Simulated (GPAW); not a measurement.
# W2CCl2 MXene monolayer: work function by functional and basis, part 2 of 2

Aim: the work function of both faces of W2CCl2 MXene monolayer, and its spread over functionals and bases.

GPAW 26.7.0; GPAW, PAW setups; layer in a repeated cell with vacuum, relaxation of atoms and in-plane cell (the session's first sound run).

So far, upper work function (eV): step 3 (plane waves, PBE) 4.03; step 4 (self-consistent run: xc = "LDA") 4.32; step 5 (self-consistent run: xc = "RPBE") 3.93; step 6 (OptPBE vdW: xc = "optPBE-vdW", GPAW, PAW setups, GPAW) 4.29; step 7 (self-consistent run: xc = "vdW-DF2", GPAW, PAW setups, GPAW) 4.48.

## (8) Self-consistent run: xc = "revPBE"

Level of this step: GPAW, PAW setups; slab in vacuum (GPAW).

The same geometry under revPBE, to see how far the functional moves the levels against the vacuum.

run.py reads:

```python
import json
import numpy as np
from ase import Atoms
from gpaw import GPAW, PW

slab = Atoms(
    ['Cl', 'W', 'C', 'W', 'Cl'],
    positions=[
        [-0.00000, 1.95075, 8.00000],
        [1.68939, 0.97538, 9.80856],
        [0.00000, 0.00000, 10.72621],
        [-0.00000, 1.95075, 11.64387],
        [1.68939, 0.97538, 13.45242]],
    cell=[[3.37879, -0.0, 0.0], [-1.68939, 2.92612, 0.0], [0.0, 0.0, 21.4524]],
    pbc=[True, True, False])

slab.calc = GPAW(mode=PW(500), xc='revPBE', kpts={'size': (12, 12, 1), 'gamma': True},
                 occupations={'name': 'fermi-dirac', 'width': 0.05}, nbands='160%',
                 convergence={'density': 1e-05}, maxiter=200,
                 poissonsolver={'dipolelayer': 'xy'},
                 symmetry={'tolerance': 1e-3}, txt='slab.txt')
result = {}
energy = slab.get_potential_energy()
fermi = slab.calc.get_fermi_level()
v = slab.calc.get_electrostatic_potential().mean((0, 1)) - fermi
n = slab.calc.get_pseudo_density().mean((0, 1))
L = slab.cell[2, 2]
z = np.arange(len(v)) * L / len(v)
low, high = slab.positions[:, 2].min(), slab.positions[:, 2].max()
below, above = np.interp([low - 5.8, high + 5.8], z, v)
slopes = [np.interp(x, z, np.gradient(v, z)) for x in (low - 5.8, high + 5.8)]
eps = np.array([[slab.calc.get_eigenvalues(k, s) for k in range(len(slab.calc.get_ibz_k_points()))]
                for s in range(slab.calc.get_number_of_spins())]) - fermi
top, bottom = eps[eps < 0].max(), eps[eps > 0].min()
dipole = slab.get_dipole_moment()[2]
print(f'energy {energy:.4f} eV, Fermi level {fermi:.4f} eV, dipole {dipole:.5f} e A')
print(f'potential 5.8 A off the faces, from the Fermi level: lower {below:.4f} eV, upper {above:.4f} eV')
print(f'slope of the potential there: lower {slopes[0]:.5f}, upper {slopes[1]:.5f} eV/A')
print(f'nearest levels on the mesh: {top:.4f} and {bottom:.4f} eV')
print('magnetic moment', round(slab.get_magnetic_moment(), 3))
result.update(energy=energy, fermi=fermi, dipole=dipole, below=below, above=above, slopes=slopes, edges=[top, bottom],
              z=z.tolist(), v=v.tolist(), n=n.tolist(), positions=slab.positions.tolist(),
              forces=slab.get_forces(apply_constraint=False).tolist(), moments=slab.get_magnetic_moments().tolist())
json.dump(result, open('result.json', 'w'))
```

Command:

```bash
$ OMP_NUM_THREADS=1 OPENBLAS_NUM_THREADS=1 python run.py
```

The program printed:

```text
energy -35.1113 eV, Fermi level 1.4202 eV, dipole 0.00049 e A
potential 5.8 A off the faces, from the Fermi level: lower 3.9273 eV, upper 3.9197 eV
slope of the potential there: lower 0.00001, upper -0.00001 eV/A
nearest levels on the mesh: -0.0426 and 0.0789 eV
magnetic moment 0.0
```

Run time: 1.8 min. Hardware: 1 thread of Arm Neoverse V1, shared host; peak memory 0.28 GiB.

This step gave:

```
levels nearest the Fermi level on the mesh : -0.04261, 0.07889 eV from the Fermi level
upper work function                        : 3.920 eV
lower work function                        : 3.927 eV
```

The electrostatic potential energy of an electron (without an applied field's), less the Fermi level, planar mean oscillates, so the rows of the table below give means over windows of 2 Å about each position, cut where the curve ends. Its maxima inside the range that stand out by 2 % of the span (Å: eV): 8.7: -4.06, 10.4: -14.9, 11.0: -14.9, 12.7: -4.06. Its minima: 8.0: -17.4, 9.9: -22.1, 10.7: -16.2, 11.6: -22.1, 13.4: -17.4.

Table of electrostatic potential energy of an electron (without an applied field's), less the Fermi level, planar mean by z; means over each step:

```
z (Å)  electrostatic potential energy of an electron (without an applied field's), less the Fermi level, planar mean (eV)
    0                                                                                                                3.93
    2                                                                                                                3.93
    4                                                                                                                3.93
    6                                                                                                                3.70
    8                                                                                                               -7.21
   10                                                                                                               -16.0
   12                                                                                                               -13.1
   14                                                                                                               -4.99
   16                                                                                                                3.88
   18                                                                                                                3.92
   20                                                                                                                3.92
```

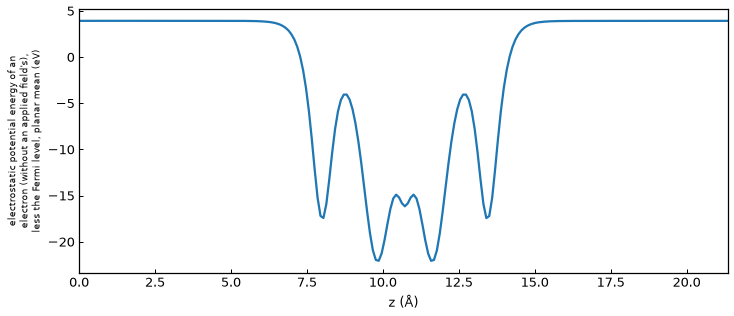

Electrostatic potential energy of an electron (without an applied field's), less the Fermi level, planar mean against z.

The upper face's work function is 3.920 eV, against 4.029 eV in the first plane-wave PBE run at this geometry.

## (9) Real-space grid: mode = "fd"

A real-space grid is a second complete basis, so it checks the plane-wave result.

Edit run.py of step 8 so:

```diff
@@ -3,3 +3,3 @@
 from ase import Atoms
-from gpaw import GPAW, PW
+from gpaw import GPAW
 
@@ -16,3 +16,3 @@
 
-slab.calc = GPAW(mode=PW(500), xc='revPBE', kpts={'size': (12, 12, 1), 'gamma': True},
+slab.calc = GPAW(mode='fd', h=0.18, xc='PBE', kpts={'size': (12, 12, 1), 'gamma': True},
                  occupations={'name': 'fermi-dirac', 'width': 0.05}, nbands='160%',
```

The program printed:

```text
energy -36.8899 eV, Fermi level -4.0329 eV, dipole 0.00042 e A
potential 5.8 A off the faces, from the Fermi level: lower 4.0366 eV, upper 4.0291 eV
slope of the potential there: lower -0.00000, upper 0.00000 eV/A
nearest levels on the mesh: -0.0420 and 0.0771 eV
magnetic moment 0.0
```

Wall time 3.4 min (1 thread); peak memory 0.68 GiB.

This step gave:

| Quantity | Value |
| --- | --- |
| dipole along the normal | 4.19e-4 e·Å |
| levels nearest the Fermi level on the mesh | -0.04197, 0.07712 eV from the Fermi level |
| upper work function | 4.029 eV |
| lower work function | 4.037 eV |

The upper face's work function is 4.029 eV, against 4.029 eV in the first plane-wave PBE run at this geometry.

## (10) Atomic orbitals: mode = "lcao"

Atom-centred orbitals end a few angstrom from the surface, which tests how much the density's tail matters.

Edit run.py of step 9 so:

```diff
@@ -16,4 +16,4 @@
 
-slab.calc = GPAW(mode='fd', h=0.18, xc='PBE', kpts={'size': (12, 12, 1), 'gamma': True},
-                 occupations={'name': 'fermi-dirac', 'width': 0.05}, nbands='160%',
+slab.calc = GPAW(mode='lcao', basis='dzp', h=0.18, xc='PBE', kpts={'size': (12, 12, 1), 'gamma': True},
+                 occupations={'name': 'fermi-dirac', 'width': 0.05}, nbands='120%',
                  convergence={'density': 1e-05}, maxiter=200,
```

The program printed:

```text
energy -35.4400 eV, Fermi level -4.1094 eV, dipole 0.00042 e A
potential 5.8 A off the faces, from the Fermi level: lower 4.1132 eV, upper 4.1056 eV
slope of the potential there: lower -0.00000, upper -0.00000 eV/A
nearest levels on the mesh: -0.0698 and 0.0891 eV
magnetic moment 0.0
```

Elapsed: 2.8 min, on 1 thread; peak memory 0.3 GiB.

This step gave:

* levels nearest the Fermi level on the mesh: -0.06979, 0.08914 eV from the Fermi level
* upper work function: 4.106 eV
* lower work function: 4.113 eV

The upper face's work function is 4.106 eV, against 4.029 eV in the first plane-wave PBE run at this geometry.

## (11) All levels side by side

Times are for 1 thread of Arm Neoverse V1, shared host. The runs compared:

| no. | run | upper work function (eV) | lower work function (eV) | time | memory (GiB) |
| --- | --- | --- | --- | --- | --- |
| 1 | pw | 4.029 | 4.036 | 1.8 min | 0.27 |
| 2 | LDA | 4.320 | 4.327 | 1.8 min | 0.28 |
| 3 | RPBE | 3.926 | 3.933 | 1.8 min | 0.27 |
| 4 | optPBE vdW | 4.286 | 4.294 | 2.1 min | 0.46 |
| 5 | vdW DF2 | 4.477 | 4.484 | 1.9 min | 0.46 |
| 6 | revPBE | 3.920 | 3.927 | 1.8 min | 0.28 |
| 7 | fd | 4.029 | 4.037 | 3.4 min | 0.68 |
| 8 | lcao | 4.106 | 4.113 | 2.8 min | 0.3 |

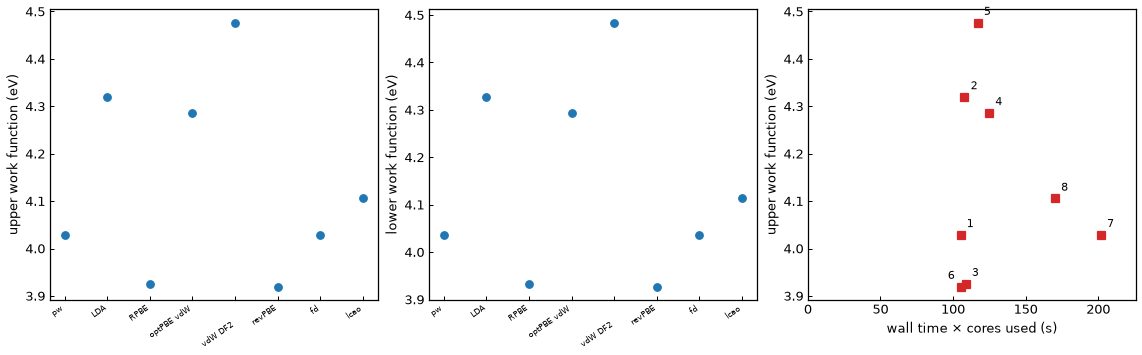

The series as plots; the last panel sets the first result against cost, with the runs numbered as in the table.

## (12) Side by side

Results and costs are gathered.

This step: comparison of work functions, dipole and cost (GPAW 26.7.0).

Ladder, by row:

| step | code | work function, upper (eV) | work function, lower (eV) | dipole (e Å) | wall time (s) | peak memory (GiB) | threads |
| --- | --- | --- | --- | --- | --- | --- | --- |
| pw | GPAW | 4.029 | 4.036 | 4.91e-4 | 105.1 | 0.27 | 1 |
| LDA | GPAW | 4.32 | 4.327 | 4.92e-4 | 107.8 | 0.28 | 1 |
| RPBE | GPAW | 3.926 | 3.933 | 4.91e-4 | 108.6 | 0.27 | 1 |
| optPBE-vdW | GPAW | 4.286 | 4.294 | 4.90e-4 | 124.8 | 0.46 | 1 |
| vdW-DF2 | GPAW | 4.477 | 4.484 | 4.91e-4 | 117 | 0.46 | 1 |
| revPBE | GPAW | 3.92 | 3.927 | 4.91e-4 | 105.5 | 0.28 | 1 |
| fd | GPAW | 4.029 | 4.037 | 4.19e-4 | 201.8 | 0.68 | 1 |
| lcao | GPAW | 4.106 | 4.113 | 4.19e-4 | 170.2 | 0.3 | 1 |

## (13) A changed run

One more run, with changed settings.

This step: GPAW, PAW setups; slab in vacuum (GPAW 26.7.0).

Edit run.py of step 10 so:

```diff
@@ -3,3 +3,3 @@
 from ase import Atoms
-from gpaw import GPAW
+from gpaw import GPAW, PW
 
@@ -16,5 +16,5 @@
 
-slab.calc = GPAW(mode='lcao', basis='dzp', h=0.18, xc='PBE', kpts={'size': (12, 12, 1), 'gamma': True},
-                 occupations={'name': 'fermi-dirac', 'width': 0.05}, nbands='120%',
-                 convergence={'density': 1e-05}, maxiter=200,
+slab.calc = GPAW(mode=PW(500), xc='PBE', kpts={'size': (12, 12, 1), 'gamma': True},
+                 occupations={'name': 'fermi-dirac', 'width': 0.05}, nbands='160%',
+                 convergence={'density': 1e-05}, maxiter=3,
                  poissonsolver={'dipolelayer': 'xy'},
```

The program printed:

```text
gpaw.KohnShamConvergenceError
```

Run time: 26 s. Hardware: 1 thread; peak memory 0.27 GiB.

No converged result was reached; the numbers in the log don't describe the system.

The fault put into the input: too few SCF iterations (maxiter = 3).

## (14) What came out

* work function, upper and lower face: 4.029 and 4.036 eV
* dipole along the normal: 4.9e-4 e Å

What this shows: With plane waves and PBE the work function is 4.03 eV on the upper face and 4.04 eV on the lower. Over the sound runs of the table the upper face's work function spans 3.920 (revPBE) to 4.477 eV (vdW-DF2). The starting lattice was a guess from atomic radii; the relaxation moved it by 8 %. The small printed dipole stands for a step of -9.0 meV from the lower to the upper face, and the probes find -7.5 meV; values this small are near the numerical noise of both. The layer's cell and atoms come from the relaxation; spin-orbit coupling and temperature are left out.

[Logs are printed without paths, hosts, clocks, repeated set-up lines and the standing remarks that a program may print on its own settings, such as how far it seeks lower states.]

[Hosts, paths, dates, database ids (printed as entryN), source tags and the programs' standing remarks are cut or masked in the printed files.]
